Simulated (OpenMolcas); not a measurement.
**Run report: CF2, geometry relaxation (part 1 of 4)**

The run: geometry relaxation of CF2, SMILES F[C]F. Method and program: B3LYP/6-31G*, RKS (OpenMolcas 26.06).

The geometry comes from this level: PBE0-D4/def2-TZVP.

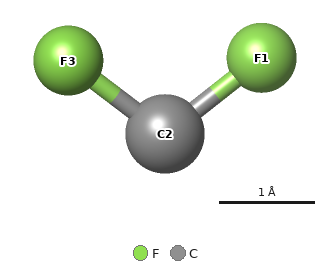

Figure 1. The starting structure (ball-and-stick view, seen at a tilt; atoms are numbered from 1 in the order of the input).

## Input
```
* CF2 Kohn-Sham DFT
>>> EXPORT MOLCAS_PRINT=2

&GATEWAY
 BASLIB = $CurrDir
 COORD
 3
 angstrom
 F        0.316310       0.971410       0.281600
 C        0.382340      -0.318520       0.175150
 F       -0.698640      -0.652890      -0.456750
 BASIS = 6-31Gs
 GROUP = NoSym
>>> EXPORT MOLCAS_MAXITER=50
>>> Do While

&SEWARD

&SCF
 KSDFT = B3LYP
 PRORBITALS = 0

&SLAPAF
>>> EndDo
>>> COPY $Project.Opt.xyz $CurrDir/final.xyz
>>> COPY $Project.slapaf.h5 $CurrDir/final.slapaf.h5

&MCKINLEY
```

Launch command:
```bash
export MOLCAS_MEM=1860
pymolcas run.inp > run.log
```

## What the program printed
```
--- Start Module: gateway ---

                                              &GATEWAY

                       available to each process: 1.9 GB of memory, 1 thread

 Basis Set     1 Label: F.6-31GS
 Basis set is read from library:.
 basistype.tbl is not found

 Basis Set     2 Label: C.6-31GS
 Basis set is read from library:.
 basistype.tbl is not found

 Basis Set     3 Label: F.6-31GS
 Basis set is read from library:.
 basistype.tbl is not found

++    Symmetry information:
      ---------------------

                    Character Table for C1

                             E
                    a        1  x, y, xy, Rz, z, xz, Ry, yz, Rx, I
--

++    Basis set information:
      ----------------------

      Basis set label: F.6-31GS.........

      Electronic valence basis set:
      ------------------
      Associated Effective Charge   9.000000 au
      Associated Actual Charge      9.000000 au
      Nuclear Model: Point charge

      Shell  nPrim  nBasis  Cartesian Spherical Contaminant
         s      10       3        X
         p       4       2        X
         d       1       1        X

      Basis set label: C.6-31GS.........

      Electronic valence basis set:
      ------------------
      Associated Effective Charge   6.000000 au
      Associated Actual Charge      6.000000 au
      Nuclear Model: Point charge

      Shell  nPrim  nBasis  Cartesian Spherical Contaminant
         s      10       3        X
         p       4       2        X
         d       1       1        X

      Basis set label: F.6-31GS.........

      Electronic valence basis set:
      ------------------
      Associated Effective Charge   9.000000 au
      Associated Actual Charge      9.000000 au
      Nuclear Model: Point charge

      Shell  nPrim  nBasis  Cartesian Spherical Contaminant
         s      10       3        X
         p       4       2        X
         d       1       1        X
--

++    Molecular structure info:
      -------------------------

                    ************************************************
                    **** Cartesian Coordinates / bohr, angstrom ****
                    ************************************************

     Center  Label                x              y              z                     x              y              z
        1      F1               0.597739       1.835699       0.532147              0.316310       0.971410       0.281600
        2      C2               0.722518      -0.601916       0.330986              0.382340      -0.318520       0.175150
        3      F3              -1.320238      -1.233783      -0.863132             -0.698640      -0.652890      -0.456750

                    ***************************************
                    *    InterNuclear Distances / bohr    *
                    ***************************************

               1 F1            2 C2            3 F3
    1 F1       0.000000
    2 C2       2.449081        0.000000
    3 F3       3.879067        2.449087        0.000000

                    *******************************************
                    *    InterNuclear Distances / angstrom    *
                    *******************************************

               1 F1            2 C2            3 F3
    1 F1       0.000000
    2 C2       1.295998        0.000000
    3 F3       2.052714        1.296001        0.000000

                    **************************************
                    *    Valence Bond Angles / degree    *
                    **************************************
                          Atom centers                 Phi
                      1 F1       2 C2       3 F3       104.73
--

            Nuclear Potential Energy             64.97942491 au

--- Stop Module: gateway /rc=_RC_ALL_IS_WELL_ ---

>>> EXPORT MOLCAS_MAXITER = 50

--- Start Module: seward ---

                                              &SEWARD

                       available to each process: 1.9 GB of memory, 1 thread

               SEWARD will generate:
                  Multipole Moment integrals up to order  2
                  Kinetic Energy integrals
                  Nuclear Attraction integrals (point charge)
                  One-Electron Hamiltonian integrals
                  Velocity integrals
                  Orbital angular momentum around ( -0.1011   0.0843  -0.0463 )
                  Velocity quadrupole around ( -0.1011   0.0843  -0.0463 )
                  Two-Electron Repulsion integrals

                   Integrals are discarded if absolute value <: 1.00E-14
                   Integral cutoff threshold is set to       <: 1.00E-16

            Nuclear Potential Energy             64.97942491 au

      Basis set specifications :
      Symmetry species         a
      Basis functions           45

--- Stop Module: seward /rc=_RC_ALL_IS_WELL_ ---

--- Start Module: scf ---

                                                &SCF

                       available to each process: 1.9 GB of memory, 1 thread

 ###############################################################################
 ###     Minimized-density-differences option turned off!                    ###
 ###############################################################################
++    Input section:
      --------------

      Header of the integral files:

      Cartesian coordinates in angstrom:
      -----------------------------------------------------
      No.  Label        X            Y            Z
      -----------------------------------------------------
       1   F1         0.31631000   0.97141000   0.28160000
       2   C2         0.38234000  -0.31852000   0.17515000
       3   F3        -0.69864000  -0.65289000  -0.45675000
      -----------------------------------------------------
      Nuclear repulsion energy =   64.97942491
--

++    Orbital specifications:
      -----------------------

      Symmetry species               1
                                     a
      Frozen orbitals                0
      Occupied orbitals             12
      Secondary orbitals            33
      Deleted orbitals               0
      Total number of orbitals      45
      Number of basis functions     45
--

      Molecular charge                           0.000

      Numerical integration parameters
      --------------------------------
      Radial quadrature type:                         MHL
      Size of radial grid:                            75
      Lebedev angular grid:                           29
      Angular grid pruned with the crowding factor:  3.00E+00
                                 and fading factor:  6.00E+00
      Screening threshold for integral computation:   1.00E-11
      Radial quadrature accuracy:                     1.00E-25
      Maximum batch size:                             128
      AO values are stored on disk
      The same grid will be used for all iterations.

      DFT functional specifications
      -----------------------------
      Using Libxc version: 6.2.2
      Please cite the following reference:
      S. Lehtola, C. Steigemann, M. J.T. Oliveira, and M. A.L. Marques.,  SoftwareX 7, 1–5 (2018) doi:10.1016/j.softx.2017.11.002

      * B3LYP

++    Optimization specifications:
      ----------------------------

      SCF Algorithm: Conventional
      D(i)-D(i-1) density differences are used
      Number of density matrices in core                 5
      Maximum number of NDDO SCF iterations            400
      Maximum number of HF SCF iterations              400
      Threshold for SCF energy change             1.00E-09
      Threshold for density matrix                1.00E-04
      Threshold for Fock matrix                   1.50E-04
      Threshold for linear dependence             1.00E-09
      Threshold at which DIIS is turned on        1.50E-01
      Maximum depth in the DIIS procedure                5
      Maximum depth in the BFGS Hessian update          30
      Threshold at which QNR/C2DIIS is turned on  7.50E-02
      Threshold for Norm(delta) (QNR/C2DIIS)      1.00E-03
      All orbitals punched on: SCFORB
--

      Input vectors read from INPORB
      Orbital file label: *Guess orbitals

++ Convergence information
                                   B3LYP      iterations: Energy and convergence statistics

Iter     Tot. B3LYP      One-elec.       Two-elec.     Energy      Max Dij or  Max Fij      DNorm      TNorm      AccCon     Time
         Energy          Energy          Energy        Change      Delta Norm                                                in Sec.
   1  -237.439327109  -477.620277492   175.201525477   0.00E+00    3.24E-01*   1.41E-01*    6.04E+00   1.53E+02   None         0.
   2  -237.564799443  -478.915331493   176.371107144  -1.25E-01*   3.35E-01*   1.19E-01*    1.81E+00   1.54E+02   EDIIS        0.
   3  -237.601276548  -480.838332033   178.257630580  -3.65E-02*   4.63E-02*   5.21E-02*    1.02E+00   1.54E+02   EDIIS        0.
   4  -237.683114195  -478.270253778   175.607714678  -8.18E-02*   2.58E-02*   2.01E-02*    2.74E-01   1.53E+02   c2DIIS       0.
   5  -237.688668860  -479.390803200   176.722709434  -5.55E-03*   2.07E-02*   7.51E-03*    1.51E-01   1.54E+02   QNRc2DIIS    0.
   6  -237.688963643  -479.073961686   176.405573136  -2.95E-04*   9.60E-03*   5.48E-03*    1.01E-01   1.54E+02   QNRc2DIIS    0.
   7  -237.689231046  -479.128071790   176.459415838  -2.67E-04*   2.00E-03*   1.94E-03*    4.36E-02   1.54E+02   QNRc2DIIS    0.
   8  -237.689250769  -479.175089501   176.506413827  -1.97E-05*   5.44E-05    3.39E-05     6.95E-03   1.54E+02   QNRc2DIIS    0.
   9  -237.689250779  -479.174552687   176.505877002  -1.02E-08*   1.02E-05    5.31E-06     2.85E-04   1.54E+02   QNRc2DIIS    0.
  10  -237.689250779  -479.174519547   176.505843862  -2.60E-10    1.36E-06    7.01E-07     6.84E-05   1.54E+02   QNRc2DIIS    0.

       Convergence after  10 Iterations
--

 *****************************************************************************************************************************
 *                                             SCF/KS-DFT Program, Final results                                             *
 *                                                       Final Results                                                       *
 *****************************************************************************************************************************

::    Total KS-DFT energy                            -237.6892507793
      One-electron energy                            -479.1745195472
      Two-electron energy                             176.5058438620
      Nuclear repulsion energy                         64.9794249059
      Kinetic energy (interpolated)                   236.1689450678
      Virial theorem                                    1.0064373650
      Total spin, S(S+1)                                0.0000000000
      Total spin, S                                     0.0000000000
      Max non-diagonal density matrix element           0.0000013103
      Max non-diagonal Fock matrix element              0.0000003853

      No orbitals printed

++    Molecular charges:
      ------------------

      Mulliken charges per centre
      ---------------------------

                F1      C2      F3
      Total    9.1614  5.6772  9.1614

      N-E     -0.1614  0.3228 -0.1614

      Total electronic charge=   24.000000

      Total            charge=   -0.000000
--

++    Molecular properties:
      ---------------------

      Charge (e):
                      =   -0.0000
      Dipole Moment (debye):
      Origin of the operator (angstrom)=   -0.0535    0.0446   -0.0245
                   X= -5.2757E-01               Y=  4.3954E-01               Z= -2.4168E-01           Total=  7.2796E-01
      Quadrupole Moment (debye*angstrom):
      Origin of the operator (angstrom)=   -0.0535    0.0446   -0.0245
                  XX= -1.5586E+01              XY=  6.5800E-01              XZ= -9.4429E-01              YY= -1.5697E+01
                  YZ=  1.4523E-01              ZZ= -1.4242E+01
      In traceless form (debye*angstrom)
                  XX= -6.1680E-01              XY=  9.8701E-01              XZ= -1.4164E+00              YY= -7.8339E-01
                  YZ=  2.1785E-01              ZZ=  1.4002E+00
--

--- Stop Module: scf /rc=_RC_ALL_IS_WELL_ ---
--- Module scf spent 1 second ---

--- Start Module: slapaf ---

                                              &SLAPAF

                       available to each process: 1.9 GB of memory, 1 thread

--- Stop Module: slapaf /rc=_RC_INVOKED_OTHER_MODULE_ ---

--- Start Module: alaska ---

                                              &ALASKA

                       available to each process: 1.9 GB of memory, 1 thread

                     Threshold for contributions to the gradient: 1.000E-07

                    ********************************************
                    * Symmetry Adapted Cartesian Displacements *
                    ********************************************

           Irreducible representation : a
           Basis function(s) of irrep: x, y, xy, Rz, z, xz, Ry, yz, Rx, I

 Basis Label        Type   Center Phase
   1   F1           x         1     1
   2   F1           y         1     1
   3   F1           z         1     1
   4   C2           x         2     1
   5   C2           y         2     1
   6   C2           z         2     1
   7   F3           x         3     1
   8   F3           y         3     1
   9   F3           z         3     1

                     No automatic utilization of translational and rotational invariance of the energy is employed.

 DFT contribution computed for a moving grid.

 Conventional ERI gradients!

 **************************************************
 *              Molecular gradients               *
 **************************************************

  Irreducible representation: a
 ------------------------------------------------------------------------------------------
                              X                       Y                       Z
 ------------------------------------------------------------------------------------------
  F1                1.39566760206300E-03   -1.62152721918165E-02   -1.02686984506617E-03
  C2               -1.51612208346883E-02    1.26322430385262E-02   -6.94523882294185E-03
  F3                1.37655532326288E-02    3.58302915326814E-03    7.97210866802001E-03
 ------------------------------------------------------------------------------------------

--- Stop Module: alaska /rc=_RC_ALL_IS_WELL_ ---

--- Start Module: slapaf ---

                                              &SLAPAF

                       available to each process: 1.9 GB of memory, 1 thread

++       Slapaf input parameters:
         ------------------------

 Maximum number of iterations:                50
 Convergence test a la Schlegel.
 Convergence criterion on gradient/para.<=: 3.0E-04
 Convergence criterion on step/parameter<=: 3.0E-04
 Convergence criterion on energy change <=: 0.0E+00
 Parameters for step-restricted optimization
 Maximum step length (initial seed):       3.00E-01

 -RFO activated with parameters:
   Maximum number of data points used in RFO:      5
 Line search is performed

 -Optimization for minimum.
  Optimization method: RS-RFO.

 -Initial Hessian guessed by Hessian Model Function (HMF).
  HMF augmented with weak interactions.

 -Hessian update method: Broyden-Fletcher-Goldfarb-Shanno
  Maximum number of points in Hessian update:  5

 -Relaxation will be done on non-redundant internal coordinates, based on
  force constant weighted redundant internal coordinates.

--

 ******************************************
 * Statistics of the internal coordinates *
 ******************************************
 Translations and Rotations:         0
 Bonds                     :         2
 Angles                    :         1
 Torsions                  :         0
 Out-of-plane angles       :         0

**********************************************************************************************************************
*                                    Energy Statistics for Geometry Optimization                                     *
**********************************************************************************************************************
                       Energy     Grad      Grad              Step                 Estimated   Geom       Hessian
Iter      Energy       Change     Norm      Max    Element    Max     Element     Final Energy Update Update   Index
  1   -237.68925078  0.00000000 0.031137  0.021769 nrc002   0.027245  nrc002     -237.68955627 RS-RFO  None      0
```
